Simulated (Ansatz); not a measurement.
# Calculations on SiNH6OCl

## 1. Relaxation

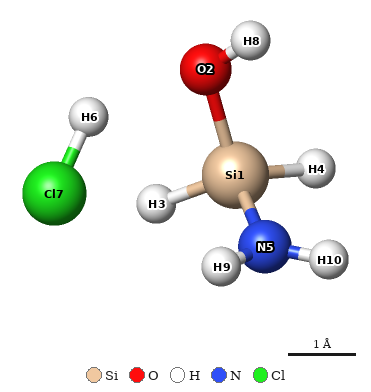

Starting structure of SiNH6OCl. A ball-and-stick model, seen at a tilt.

The run prepares an end point of a later path (reaction) calculation, from a guessed geometry.

Theory: RKS B3LYP-D4/def2-SVP in Ansatz 0.2.0.

Input
```yaml
crystal:
  periodic: [false, false, false]
  atoms:
    - { symbol: Si, position_ang: [-0.188505, -0.87657, 0.180818] }
    - { symbol: O, position_ang: [0.855763, -0.150484, 1.363258] }
    - { symbol: H, position_ang: [0.777129, -1.529174, -0.729781] }
    - { symbol: H, position_ang: [-1.075253, -1.861409, 0.868341] }
    - { symbol: "N", position_ang: [-1.260221, 0.199736, -0.613041] }
    - { symbol: H, position_ang: [1.898141, 1.17625, -0.140145] }
    - { symbol: Cl, position_ang: [1.771212, 1.454257, -1.417213] }
    - { symbol: H, position_ang: [0.380469, 0.341099, 2.045536] }
    - { symbol: H, position_ang: [-0.927313, 0.946594, -1.213589] }
    - { symbol: H, position_ang: [-2.231323, 0.299802, -0.344082] }
basis:
  gaussian: { orbitals: def2-SVP }
hamiltonian:
  xc: b3lyp
  dispersion: d4
relax:
  f_tol: 0.03
  max_steps: 50
output:
  orbitals: {}
```

Run as
```bash
ansatz run input.yaml --threads 2 --pin off --max-ram 3072MiB --backend cpu --events-out ev --progress --plain --runs-dir out
```

Predict the outcome.

After 8 accepted moves (9 points after the start) the energy has fallen by 0.143 eV. Largest force component: 0.9 eV/Å at the start, 0.027 eV/Å at the end. The line search rejected the trial step at point 5 of the run. Cl7 moves most after the best rigid fit: 0.49 Å. By element the largest moves are Cl 0.49 Å, H 0.28 Å, O 0.26 Å, N 0.11 Å, Si 0.06 Å. Some distances before and after: Si1–O2 1.737 → 1.704 Å, H6–Cl7 1.313 → 1.318 Å. Bond angles that change, for instance: Si1–O2–H8 113.4° → 116.2°.

Step by step:

```csv
step,"E − E(0), eV","largest force component, eV/Å",note
0,0.0000,0.9010,
1,-0.0466,1.2372,
2,-0.1086,0.3827,
3,-0.1317,0.2487,
4,-0.1371,0.1883,
5,-0.1354,0.2337,rejected
6,-0.1397,0.0818,
7,-0.1421,0.0340,
8,-0.1426,0.0326,
9,-0.1428,0.0271,
```

The structure at the end:

```xyz
10

Si   -0.2296   -0.9242    0.1744
O     0.9355   -0.1171    1.1201
H     0.6227   -1.7264   -0.7318
H    -1.0851   -1.7554    1.0666
N    -1.2821    0.1172   -0.6880
H     1.6714    1.0537   -0.0335
Cl    1.8848    1.8093   -1.0924
H     0.6005    0.3776    1.8806
H    -0.9163    0.7946   -1.3518
H    -2.2017    0.3708   -0.3441
```

After the run, drawn alike:

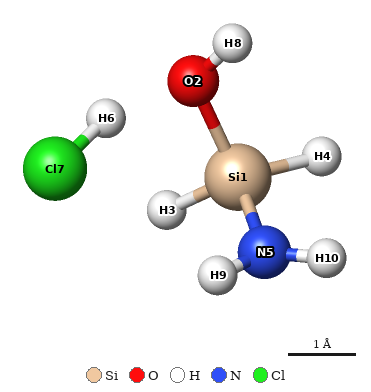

Limits of the set-up: the start holds two separate molecules, 2.3 Å apart at their closest, whose relative position is a soft coordinate.

## 2. Relaxation

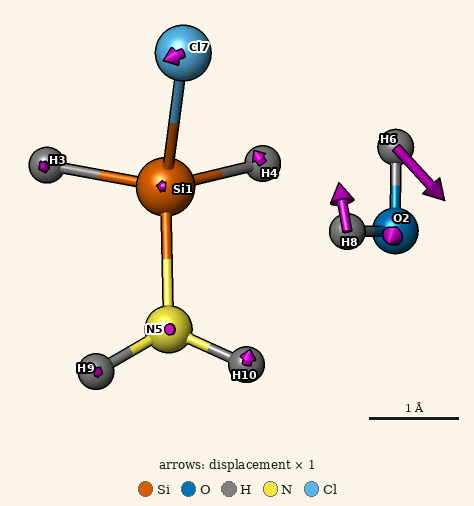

A relaxation of SiNH₆OCl. The starting structure is drawn; purple arrows show the displacements, at their true length. The two geometries are superimposed by the best rigid fit.

A ball-and-stick model, seen at a tilt.

The run prepares an end point of a later path (reaction) calculation, from a guessed geometry.

Theory: Ansatz 0.2.0, RKS B3LYP-D4/def2-SVP. (no spin polarisation; force threshold 0.03 eV/Å; at most 50 steps)

**Which element moves most?**

Hydrogen: up to 0.84 Å, against 0.31 Å for oxygen.

**Describe the change and its energy.**

H6 moves most after the best rigid fit: 0.84 Å. Largest moves by element: H 0.84 Å, O 0.31 Å, Cl 0.27 Å, Si 0.11 Å, N 0.10 Å. Some distances before and after: N5–H10 1.015 → 1.021 Å. Among the angles between lasting bonds that change: Si1–N5–H10 119.2° → 115.1°, Si1–N5–H9 122.8° → 120.1°, H6–O2–H8 101.1° → 103.4°. After 13 accepted moves (15 points after the start) the energy has fallen by 2.04 kcal/mol. The largest force component goes from 0.077 to 0.03 eV/Å. The line search rejected the trial steps at points 2, 9 of the run. Cost: 23 s on 2 threads of Intel(R) Xeon(R) 6975P-C (Granite Rapids), with other jobs on the host, peak memory 0.21 GiB.

Limits of the set-up: the start holds two separate molecules, 2.4 Å apart at their closest, whose relative position is a soft coordinate.

## 3. Path

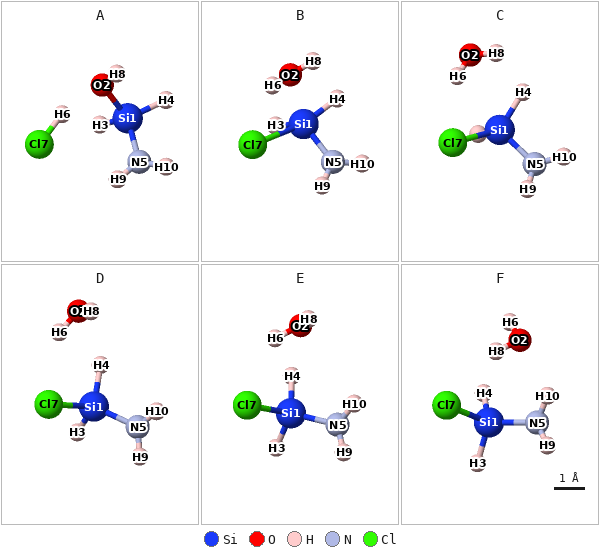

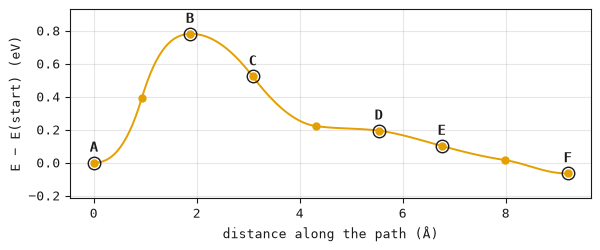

NEB run on SiNH6OCl. Images are numbered from 0 (start) to 8 (end). Frames A to F are images 0, 2, 3, 5, 6, 8. The picture is a ball-and-stick view, seen at a tilt.

These are results of Ansatz 0.2.0, RKS B3LYP-D4/def2-SVP, not measurements. Run with 7 movable images; climbing image; force threshold 0.03 eV/Å; iteration limit 60; starting path through a guess of the saddle point.

**Describe the mechanism and the energy profile.**

The highest point, image 2, lies 0.78 eV above the start and 0.85 eV above the end; the end is at −0.06 eV relative to the start. Breaking: H6–Cl7 (1.32 → 2.11 at the top → 3.59 Å), Si1–O2 (1.70 → 2.00 at the top → 3.28 Å). Forming: O2–H6 (1.80 → 0.99 at the top → 0.97 Å), Si1–Cl7 (3.68 → 2.36 at the top → 2.13 Å). The band converged in 49 iterations, with a climbing image at the top. At the top, the vibrational analysis gives one imaginary mode (44i cm⁻¹), as a transition state must have.
